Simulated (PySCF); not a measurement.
# C₆H₇NO₂S: excited states, first hyperpolarisability

What do calculations give for the excited states, first hyperpolarisability of C₆H₇NO₂S (`CS(=O)(=O)c1ccccn1`)?

Computed with PySCF 2.14.0 and routines of our own; the level stands in each step. Atoms count from 0.

### Step 1. The system as given

17 atoms, charge 0, multiplicity 1; geometry from: GFN2-xTB.

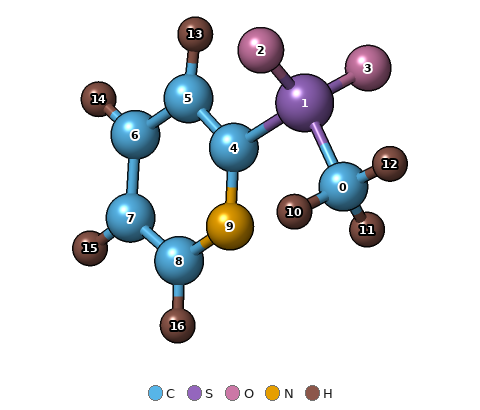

The starting geometry (carbon blue, sulfur purple, oxygen pink, nitrogen amber, hydrogen brown).

### Step 2. Optimising the geometry at PBE0-D3(BJ)/def2-SVP

What the job is given:

```
{"job": {"xc": "PBE0", "basis": "def2-SVP", "d3": "d3bj", "grid": 2, "kind": "geom"}, "charge": 0, "multiplicity": 1}
C     -2.533724    -1.042792    -0.227910
S     -1.788310     0.446105     0.479027
O     -2.251218     1.605901    -0.235621
O     -1.965282     0.439833     1.906628
C     -0.017896     0.262152     0.144356
C      0.840541     1.295066     0.472614
C      2.190974     1.113865     0.213798
C      2.604844    -0.081160    -0.357662
C      1.649939    -1.045343    -0.643931
N      0.359158    -0.877752    -0.396294
H     -2.381670    -1.012713    -1.298027
H     -2.042074    -1.896443     0.217745
H     -3.587991    -1.024788     0.019071
H      0.445663     2.197270     0.909223
H      2.905474     1.887528     0.452124
H      3.646011    -0.261362    -0.575120
H      1.918564    -1.993336    -1.089932
```

Run with:

```
$ OMP_NUM_THREADS=1 python excited_run.py task.json out
```

One launch serves the whole session: the jobs run in the order shown.

Output:

```text
step   0  E = -835.10124184  max force = 0.029496
step   1  E = -835.10513200  max force = 0.004521
step   2  E = -835.10521976  max force = 0.003997
step   3  E = -835.10527834  max force = 0.001834
step   4  E = -835.10531130  max force = 0.001072
step   5  E = -835.10533178  max force = 0.000454
step   6  E = -835.10535974  max force = 0.000839
step   7  E = -835.10548740  max force = 0.002898
step   8  E = -835.10544186  max force = 0.008045
step   9  E = -835.10585857  max force = 0.004066
step  10  E = -835.10607610  max force = 0.003448
step  11  E = -835.10615191  max force = 0.002182
step  12  E = -835.10655149  max force = 0.000992
step  13  E = -835.10658545  max force = 0.000412
step  14  E = -835.10666630  max force = 0.000805
step  15  E = -835.10671298  max force = 0.000902
step  16  E = -835.10672663  max force = 0.000404
optimisation converged
```

It took 2.9 min on 1 thread of AMD EPYC 9R45, shared host; peak memory 0.84 GiB.

Along the way: (the energy doesn't fall at every step)

```csv
step,energy from step 0 (eV),largest force component (eV/Å)
0,0.0000,1.5167
1,-0.1059,0.2325
2,-0.1082,0.2055
3,-0.1098,0.0943
4,-0.1107,0.0551
5,-0.1113,0.0233
6,-0.1121,0.0431
7,-0.1155,0.1490
8,-0.1143,0.4137
9,-0.1256,0.2091
10,-0.1315,0.1773
11,-0.1336,0.1122
12,-0.1445,0.0510
13,-0.1454,0.0212
14,-0.1476,0.0414
15,-0.1489,0.0464
16,-0.1492,0.0208
```

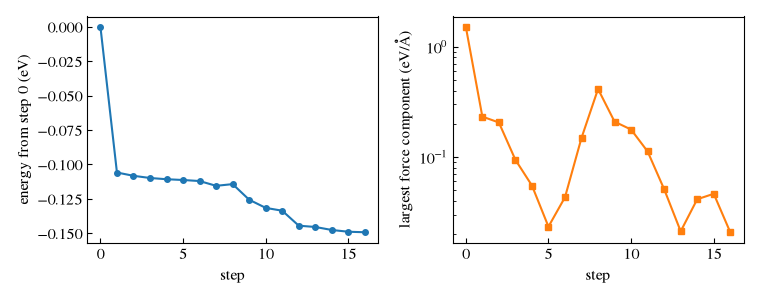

Energy and largest force along the relaxation.

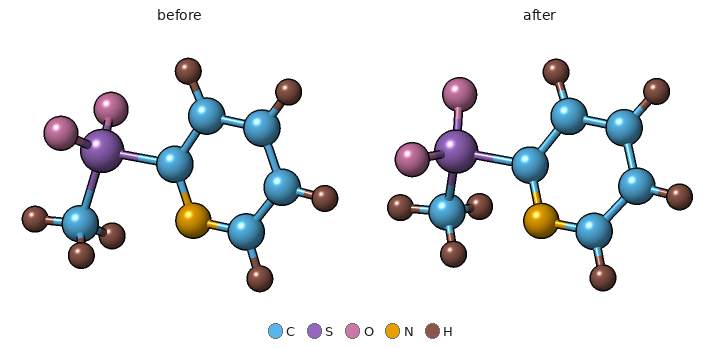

The geometry before (left) and after (right).

Close pairs (by a distance rule), those that changed most:

```csv
bond,before (Å),after (Å),change (Å)
C0–S1,1.809,1.779,-0.030
S1–O2,1.439,1.462,+0.023
S1–O3,1.439,1.458,+0.020
C0–H10,1.081,1.097,+0.015
C0–H11,1.081,1.097,+0.015
C0–H12,1.083,1.098,+0.015
C5–H13,1.077,1.091,+0.014
C8–H16,1.082,1.095,+0.014
```

The end geometry stands in the next job.

```csv
at the end point,value
point group (found at 0.08 Å tolerance),C1
"rotational constants (GHz, main isotopes)","2.556, 0.852, 0.742"
dipole moment (D),5.13
```

### Step 3. Excited states: TDA wB97X-D/aug-cc-pVDZ

What the job is given:

```
{"job": {"kind": "states", "xc": "wB97X-D", "basis": "aug-cc-pVDZ", "tda": true, "soc": true, "nstates": 6, "ntriplets": 5, "nquad": 4}, "charge": 0, "multiplicity": 1}
C     -2.340983    -0.713388    -0.495789
S     -1.542909     0.350944     0.685339
O     -1.910896     1.738716     0.408939
O     -1.742907    -0.221847     2.011185
C      0.204425     0.185431     0.269379
C      0.983904     1.336390     0.217558
C      2.346896     1.161602    -0.010782
C      2.839458    -0.129869    -0.183904
C      1.948930    -1.203588    -0.125845
N      0.648445    -1.048548     0.104644
H     -2.206334    -0.299095    -1.502317
H     -1.899706    -1.712662    -0.400642
H     -3.400868    -0.716542    -0.208494
H      0.517985     2.315086     0.344310
H      3.015459     2.024491    -0.058037
H      3.900824    -0.308313    -0.367295
H      2.302164    -2.230168    -0.269377
```

Level: TDA wB97X-D/aug-cc-pVDZ excited states, vertical, gas phase, spin-orbit mean-field couplings.

Output:

```text
coarse grid: 15720 points
cycle   1  E = -835.7587965624  dE =  2.747e+00  |g| = 1.189e+00  |ddm| = 1.754e+01
cycle   2  E = -835.4395266512  dE =  3.193e-01  |g| = 1.822e+00  |ddm| = 7.425e+00
cycle   3  E = -836.0473911095  dE = -6.079e-01  |g| = 1.038e-01  |ddm| = 4.466e+00
cycle   4  E = -836.0489280937  dE = -1.537e-03  |g| = 7.314e-02  |ddm| = 5.457e-01
cycle   5  E = -836.0501820487  dE = -1.254e-03  |g| = 1.497e-02  |ddm| = 2.427e-01
cycle   6  E = -836.0502331344  dE = -5.109e-05  |g| = 5.008e-03  |ddm| = 6.678e-02
cycle   7  E = -836.0502398352  dE = -6.701e-06  |g| = 1.838e-03  |ddm| = 1.904e-02
final grid: 150008 points
cycle   8  E = -836.0676915475  dE = -1.321e-04  |g| = 5.960e-03  |ddm| = 8.067e-01
cycle   9  E = -836.0676912744  dE =  2.731e-07  |g| = 7.000e-03  |ddm| = 7.524e-02
cycle  10  E = -836.0677010928  dE = -9.818e-06  |g| = 1.161e-03  |ddm| = 1.820e-02
cycle  11  E = -836.0677013455  dE = -2.527e-07  |g| = 5.379e-04  |ddm| = 7.621e-03
cycle  12  E = -836.0677014163  dE = -7.087e-08  |g| = 1.452e-04  |ddm| = 2.895e-03
cycle  13  E = -836.0677014214  dE = -5.093e-09  |g| = 5.100e-05  |ddm| = 4.391e-04
cycle  14  E = -836.0677014225  dE = -1.047e-09  |g| = 2.120e-05  |ddm| = 2.662e-04
cycle  15  E = -836.0677014227  dE = -2.117e-10  |g| = 7.559e-06  |ddm| = 1.262e-04
converged SCF energy = -836.0677014227

Singlet excitations
state   eV       nm        f     d(h-e)  d(exc)  Lambda  PR(NTO)  |dmu|/D   mu/D   main configurations
  1   5.0296   246.5   0.00561   0.990   2.831   0.507   1.016    2.492    4.487   H->L 0.79, H-3->L 0.14
  2   5.4465   227.6   0.00088   1.204   2.871   0.424   1.031    3.167    4.130   H->L+1 0.75, H-3->L+1 0.17
  3   5.5876   221.9   0.07197   0.164   2.696   0.641   1.721    0.680    4.862   H-1->L 0.55, H-4->L+1 0.17
  4   6.2726   197.7   0.02561   1.589   3.323   0.522   1.190    5.098    2.893   H-3->L 0.57, H->L 0.12, H-1->L+1 0.09
  5   6.3764   194.4   0.06665   1.028   3.204   0.629   1.561                     H-1->L+1 0.33, H-2->L 0.17, H-1->L 0.17
  6   6.7486   183.7   0.01684   1.982   3.549   0.534   1.403                     H-2->L 0.51, H-4->L 0.18, H-2->L+1 0.12

Triplet excitations (Tamm-Dancoff)
state   eV     d(h-e)  d(exc)  Lambda  PR(NTO)   main configurations
  1   4.2843   0.112   2.493   0.666   1.463   H-1->L 0.36, H-1->L+1 0.32, H-4->L 0.12
  2   4.4077   0.933   2.647   0.502   1.036   H->L 0.68, H-3->L 0.18
  3   4.6329   0.205   2.567   0.645   1.018   H-1->L 0.49, H-1->L+1 0.22
  4   4.9862   0.126   2.566   0.693   1.685   H-4->L 0.53, H-1->L+1 0.24
  5   5.2421   1.199   2.899   0.423   1.100   H->L+1 0.72, H-3->L+1 0.14
S1 - T1 = 0.7453 eV

Spin-orbit couplings |<S|Hso|T>| (cm-1)
             T1       T2       T3       T4       T5
S0        2.449   22.191    1.611    0.967    6.873
S1        4.612    0.441    2.195    6.878    0.952
S2        1.620    0.262    2.428    2.095    0.290
S3        0.529    1.801    0.398    0.279    4.059
S4        1.686    9.434    1.503    4.219    6.140
S5        3.105    5.053    2.436    2.537    6.180
S6        5.926    8.477    3.988    1.622    9.826
T1 sublevels (cm-1): 0.000 0.002 0.022   radiative rates (1/s): 0.488 0.106 2.77
```

Wall time 53 s (1 thread of AMD EPYC 9R45, shared host); peak memory 1.3 GiB.

Key values:

```csv
quantity,value
S1 less T1,0.75 eV
```

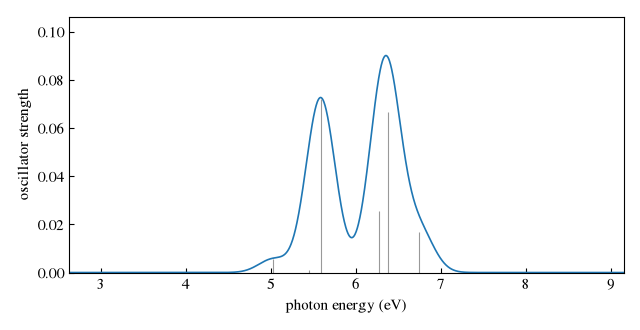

Absorption lines of the singlets. Lines are broadened to a width of 0.40 eV (Gaussian).

### Step 4. Excited states: TDDFT CAM-B3LYP/aug-cc-pVDZ

Settings changed since step 3:

```diff
@@ -1,2 +1,2 @@
-{"job": {"kind": "states", "xc": "wB97X-D", "basis": "aug-cc-pVDZ", "tda": true, "soc": true, "nstates": 6, "ntriplets": 5, "nquad": 4}, "charge": 0, "multiplicity": 1}
+{"job": {"kind": "states", "xc": "CAM-B3LYP", "basis": "aug-cc-pVDZ", "tpa": true, "nstates": 8, "nquad": 6, "ntriplets": 0}, "charge": 0, "multiplicity": 1}
 C     -2.340983    -0.713388    -0.495789
```

With the program's defaults for keys left out, this is: TDDFT CAM-B3LYP/aug-cc-pVDZ excited states, vertical, gas phase, two-photon moments by quadratic response.

Output:

```text
coarse grid: 15720 points
cycle   1  E = -835.7169843513  dE =  2.665e+00  |g| = 1.173e+00  |ddm| = 2.164e+01
cycle   2  E = -835.2887726923  dE =  4.282e-01  |g| = 1.947e+00  |ddm| = 8.364e+00
cycle   3  E = -835.9927203661  dE = -7.039e-01  |g| = 1.253e-01  |ddm| = 5.376e+00
cycle   4  E = -835.9949271441  dE = -2.207e-03  |g| = 8.660e-02  |ddm| = 6.385e-01
cycle   5  E = -835.9966567015  dE = -1.730e-03  |g| = 1.963e-02  |ddm| = 2.836e-01
cycle   6  E = -835.9967416376  dE = -8.494e-05  |g| = 5.090e-03  |ddm| = 7.463e-02
cycle   7  E = -835.9967480349  dE = -6.397e-06  |g| = 1.794e-03  |ddm| = 2.024e-02
final grid: 150008 points
cycle   8  E = -836.0232517148  dE = -1.947e-05  |g| = 3.890e-03  |ddm| = 2.605e-01
cycle   9  E = -836.0232506018  dE =  1.113e-06  |g| = 4.834e-03  |ddm| = 3.663e-02
cycle  10  E = -836.0232553058  dE = -4.704e-06  |g| = 9.303e-04  |ddm| = 1.430e-02
cycle  11  E = -836.0232554743  dE = -1.685e-07  |g| = 1.604e-04  |ddm| = 3.092e-03
cycle  12  E = -836.0232554805  dE = -6.192e-09  |g| = 8.136e-05  |ddm| = 1.096e-03
cycle  13  E = -836.0232554822  dE = -1.662e-09  |g| = 2.135e-05  |ddm| = 3.210e-04
cycle  14  E = -836.0232554823  dE = -1.221e-10  |g| = 8.458e-06  |ddm| = 1.022e-04
converged SCF energy = -836.0232554823

Singlet excitations
state   eV       nm        f     d(h-e)  d(exc)  Lambda  PR(NTO)  |dmu|/D   mu/D   delta(TPA)   sigma/GM   main configurations
  1   4.9996   248.0   0.00415   1.007   2.846   0.534   1.021    2.557    4.539        2.18      0.020   H->L 0.77
  2   5.4518   227.4   0.00919   1.095   2.880   0.494   1.216    2.971    4.154        1.67      0.018   H->L+1 0.63, H-3->L+1 0.12, H-1->L+1 0.08
  3   5.4877   225.9   0.06948   0.256   2.720   0.589   1.844    0.943    4.810        3.29      0.036   H-1->L 0.56, H->L+1 0.12, H-4->L+1 0.11
  4   6.1466   201.7   0.07387   0.527   2.996   0.669   1.721    1.685    4.027        8.64      0.120   H-1->L+1 0.48, H-3->L 0.20, H-1->L 0.14
  5   6.3026   196.7   0.00332   1.714   3.402   0.598   1.134    5.523    3.259        8.89      0.129   H-4->L 0.42, H-3->L 0.22, H->L 0.12
  6   6.6816   185.6   0.02263   2.344   3.689   0.507   1.297    7.410    3.503       60.12      0.983   H-2->L 0.58, H-2->L+1 0.13
  7   6.8851   180.1   0.00619   2.344   3.726   0.510   1.094                                            H-4->L+1 0.33, H-3->L+1 0.28, H->L+1 0.19
  8   7.0542   175.8   0.14880   1.631   3.513   0.593   1.945                                            H-4->L 0.19, H-1->L+1 0.17, H-3->L+1 0.17
```

Wall time 69 s (1 thread of AMD EPYC 9R45, shared host); peak memory 1.3 GiB.

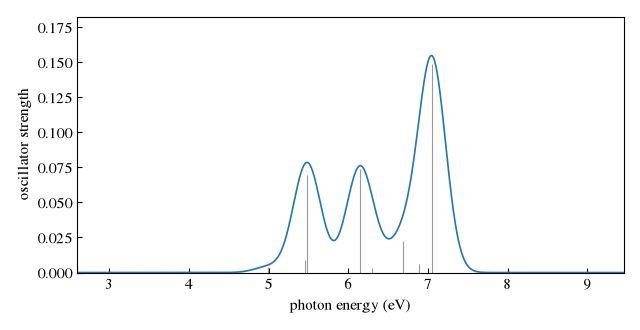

Absorption lines of the singlets. Lines are broadened to a width of 0.40 eV (Gaussian).

### Step 5. First hyperpolarisability: quadratic response CAM-B3LYP/aug-cc-pVDZ

Settings changed since step 4:

```diff
@@ -1,2 +1,2 @@
-{"job": {"kind": "states", "xc": "CAM-B3LYP", "basis": "aug-cc-pVDZ", "tpa": true, "nstates": 8, "nquad": 6, "ntriplets": 0}, "charge": 0, "multiplicity": 1}
+{"job": {"kind": "beta", "xc": "CAM-B3LYP", "basis": "aug-cc-pVDZ"}, "charge": 0, "multiplicity": 1}
 C     -2.340983    -0.713388    -0.495789
```

Method: quadratic response CAM-B3LYP/aug-cc-pVDZ first hyperpolarisability, Taylor convention, gas phase.

Output:

```text
coarse grid: 15720 points
cycle   1  E = -835.7169843513  dE =  2.665e+00  |g| = 1.173e+00  |ddm| = 2.164e+01
cycle   2  E = -835.2887726923  dE =  4.282e-01  |g| = 1.947e+00  |ddm| = 8.364e+00
cycle   3  E = -835.9927203661  dE = -7.039e-01  |g| = 1.253e-01  |ddm| = 5.376e+00
cycle   4  E = -835.9949271441  dE = -2.207e-03  |g| = 8.660e-02  |ddm| = 6.385e-01
cycle   5  E = -835.9966567015  dE = -1.730e-03  |g| = 1.963e-02  |ddm| = 2.836e-01
cycle   6  E = -835.9967416376  dE = -8.494e-05  |g| = 5.090e-03  |ddm| = 7.463e-02
cycle   7  E = -835.9967480349  dE = -6.397e-06  |g| = 1.794e-03  |ddm| = 2.024e-02
final grid: 150008 points
cycle   8  E = -836.0232517148  dE = -1.947e-05  |g| = 3.890e-03  |ddm| = 2.605e-01
cycle   9  E = -836.0232506018  dE =  1.113e-06  |g| = 4.834e-03  |ddm| = 3.663e-02
cycle  10  E = -836.0232553058  dE = -4.704e-06  |g| = 9.303e-04  |ddm| = 1.430e-02
cycle  11  E = -836.0232554743  dE = -1.685e-07  |g| = 1.604e-04  |ddm| = 3.092e-03
cycle  12  E = -836.0232554805  dE = -6.193e-09  |g| = 8.136e-05  |ddm| = 1.096e-03
cycle  13  E = -836.0232554822  dE = -1.660e-09  |g| = 2.135e-05  |ddm| = 3.210e-04
cycle  14  E = -836.0232554823  dE = -1.239e-10  |g| = 8.458e-06  |ddm| = 1.022e-04
converged SCF energy = -836.0232554823

Lowest singlets (eV, f): 4.9996 0.0042  5.4518 0.0092  5.4877 0.0695

First hyperpolarisability (au)
process     nm      |vector|   parallel      HRS      DR
static         -      152.74     -87.33      57.83   7.267
shg       1907.0      159.11     -91.07      60.27   7.248
eope      1907.0      154.81     -88.54          -       -
shg       1064.0      175.39    -100.69      66.52   7.211
eope      1064.0      159.58     -91.35          -       -
```

It took 50 s on 1 thread of AMD EPYC 9R45, shared host; peak memory 1.3 GiB.

### Step 6. Excited states: TDA wB97X-D/aug-cc-pVDZ in ethanol

Settings changed since step 5:

```diff
@@ -1,2 +1,2 @@
-{"job": {"kind": "beta", "xc": "CAM-B3LYP", "basis": "aug-cc-pVDZ"}, "charge": 0, "multiplicity": 1}
+{"job": {"kind": "states", "xc": "wB97X-D", "basis": "aug-cc-pVDZ", "tda": true, "soc": true, "nstates": 6, "ntriplets": 5, "nquad": 4, "solvent": "ethanol"}, "charge": 0, "multiplicity": 1}
 C     -2.340983    -0.713388    -0.495789
```

Level: TDA wB97X-D/aug-cc-pVDZ excited states, vertical, IEF-PCM ethanol (non-equilibrium response), spin-orbit mean-field couplings.

Output:

```text
coarse grid: 15720 points
cycle   1  E = -835.7956040618  dE =  2.710e+00  |g| = 1.163e+00  |ddm| = 1.759e+01
cycle   2  E = -835.5694473240  dE =  2.262e-01  |g| = 1.655e+00  |ddm| = 7.327e+00
cycle   3  E = -836.0674204424  dE = -4.980e-01  |g| = 7.560e-02  |ddm| = 4.183e+00
cycle   4  E = -836.0684269520  dE = -1.007e-03  |g| = 5.107e-02  |ddm| = 5.144e-01
cycle   5  E = -836.0690542615  dE = -6.273e-04  |g| = 1.053e-02  |ddm| = 2.191e-01
cycle   6  E = -836.0690828973  dE = -2.864e-05  |g| = 4.036e-03  |ddm| = 6.496e-02
cycle   7  E = -836.0690880575  dE = -5.160e-06  |g| = 1.159e-03  |ddm| = 2.155e-02
final grid: 150008 points
cycle   8  E = -836.0864847030  dE = -1.329e-04  |g| = 5.095e-03  |ddm| = 8.137e-01
cycle   9  E = -836.0864877764  dE = -3.073e-06  |g| = 4.714e-03  |ddm| = 8.288e-02
cycle  10  E = -836.0864923754  dE = -4.599e-06  |g| = 9.339e-04  |ddm| = 1.549e-02
cycle  11  E = -836.0864925497  dE = -1.743e-07  |g| = 4.856e-04  |ddm| = 7.354e-03
cycle  12  E = -836.0864926072  dE = -5.745e-08  |g| = 1.055e-04  |ddm| = 2.603e-03
cycle  13  E = -836.0864926104  dE = -3.241e-09  |g| = 4.821e-05  |ddm| = 4.618e-04
cycle  14  E = -836.0864926114  dE = -9.557e-10  |g| = 1.647e-05  |ddm| = 2.723e-04
converged SCF energy = -836.0864926114

Singlet excitations
state   eV       nm        f     d(h-e)  d(exc)  Lambda  PR(NTO)  |dmu|/D   mu/D   main configurations
  1   5.1526   240.6   0.00692   0.889   2.763   0.541   1.015    2.328    6.496   H-1->L 0.84, H-3->L 0.09
  2   5.5877   221.9   0.09811   0.099   2.656   0.708   1.721    0.558    6.744   H->L 0.56, H-2->L+1 0.17, H->L+1 0.12
  3   5.6394   219.9   0.00396   1.088   2.811   0.452   1.066    3.116    5.878   H-1->L+1 0.81, H-3->L+1 0.11
  4   6.3960   193.8   0.12290   0.125   2.844   0.742   1.714    0.229    7.143   H->L+1 0.45, H-2->L 0.30, H->L 0.17
  5   6.6051   187.7   0.00088   1.617   3.331   0.472   1.069                     H-3->L 0.78
  6   7.2448   171.1   0.18965   1.996   3.493   0.451   1.594                     H-4->L 0.59, H-2->L+1 0.19

Triplet excitations (Tamm-Dancoff)
state   eV     d(h-e)  d(exc)  Lambda  PR(NTO)   main configurations
  1   4.2863   0.174   2.498   0.709   1.354   H->L 0.49, H->L+1 0.26, H-2->L 0.12
  2   4.5482   0.854   2.611   0.542   1.041   H-1->L 0.70, H-3->L 0.11
  3   4.6617   0.211   2.532   0.714   1.030   H->L 0.40, H->L+1 0.32, H-2->L 0.09
  4   4.9687   0.172   2.559   0.755   1.739   H-2->L 0.65, H->L+1 0.28
  5   5.4423   1.089   2.830   0.453   1.067   H-1->L+1 0.78, H-3->L+1 0.09
S1 - T1 = 0.8664 eV

Spin-orbit couplings |<S|Hso|T>| (cm-1)
             T1       T2       T3       T4       T5
S0        1.900   21.304    3.983    0.853    8.630
S1        4.163    0.569    3.171    6.830    0.668
S2        0.486    1.805    0.658    0.268    4.182
S3        1.585    0.920    2.686    1.499    1.066
S4        0.276    6.367    1.239    0.338    2.553
S5        1.672    6.611    2.054    4.101    3.726
S6        4.351    6.676    3.008    1.182   10.674
T1 sublevels (cm-1): 0.000 0.001 0.007   radiative rates (1/s): 2.51 0.133 1.52
```

It took 52 s on 1 thread of AMD EPYC 9R45, shared host; peak memory 1.3 GiB.

From this job:

```csv
quantity,value
S1 less T1,0.87 eV
```

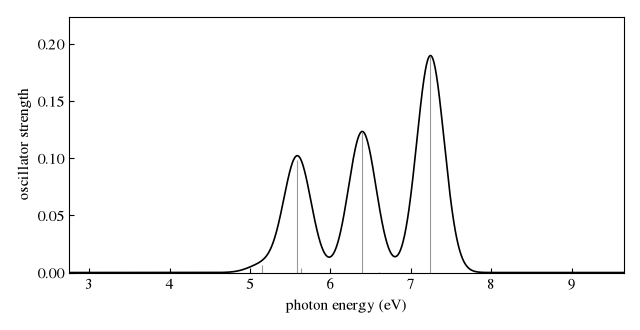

Absorption lines of the singlets. Lines are broadened to a width of 0.40 eV (Gaussian).

### Step 7. Outcome

| quantity | value |
| --- | --- |
| point group | C1 |
| rotational constants (main isotopes) | 2.56, 0.85, 0.74 GHz |
| S1 less T1 (step 3, TDA wB97X-D/aug-cc-pVDZ) | 0.75 eV |
| β vector (step 5, quadratic response CAM-B3LYP/aug-cc-pVDZ) | static 153, SHG 1907.0 nm 159, SHG 1064.0 nm 175 au |
| S1 less T1 (step 6, TDA wB97X-D/aug-cc-pVDZ in ethanol) | 0.87 eV |

**Reading.** The optimisation took 16 steps and gained 0.149 eV; among the close pairs (by a distance rule), C0–S1 changed most, from 1.809 to 1.779 Å. No frequency check was run at this level, so the end point may be a saddle. In step 3, the number of triplets below S1 is 4, and the largest singlet-triplet spin-orbit coupling is S0–T2, 22.19 cm⁻¹. β grows from 153 au (static) to 175 au for doubling at 1064.0 nm: normal dispersion, which grows as twice the photon energy moves toward the bright states. In step 6, the number of triplets below S1 is 4, and the largest singlet-triplet spin-orbit coupling is S0–T2, 21.30 cm⁻¹. The orbital labels of the leading configurations differ from run to run, so check that S1 and T1 are the same states before comparing rows.
